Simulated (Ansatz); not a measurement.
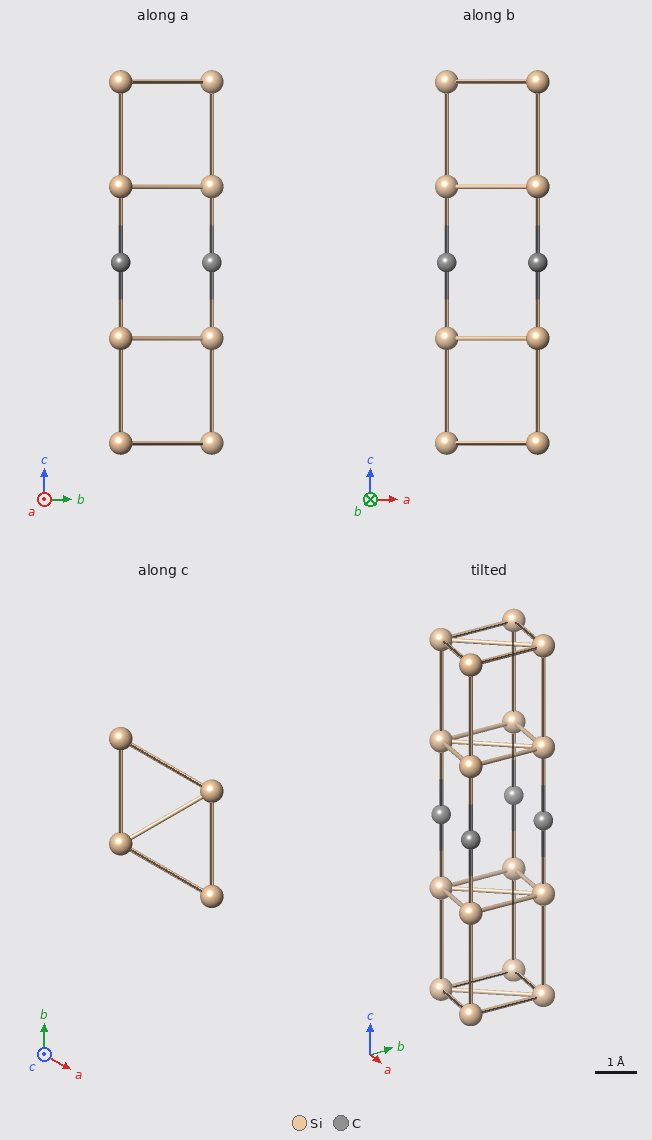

A ball-and-stick picture of a crystal structure, seen along the a axis, along the b axis, along the c axis and slightly off an axis. The box is the conventional unit cell; atoms on or close to its faces, edges and corners are drawn wherever they repeat.

Lattice parameters: a = 2.581 Å, b = 2.581 Å, c = 8.864 Å, α = 90.00°, β = 90.00°, γ = 120.00°.

Transcribe the picture into a table of Wyckoff sites, with free fractional coordinates to two decimals.

Space group P6/mmm (No. 191).
```
atom  site     x     y     z
  Si    2e  0.00  0.00  0.71
  Si    1a  0.00  0.00  0.00
   C    1b  0.00  0.00  0.50
```

The structure was taken from a structure type filled with these elements by a generator (whether the compound takes this form wasn't checked). Earlier steps of the study may have refined or changed the cell and positions. It went into a calculation with Ansatz.
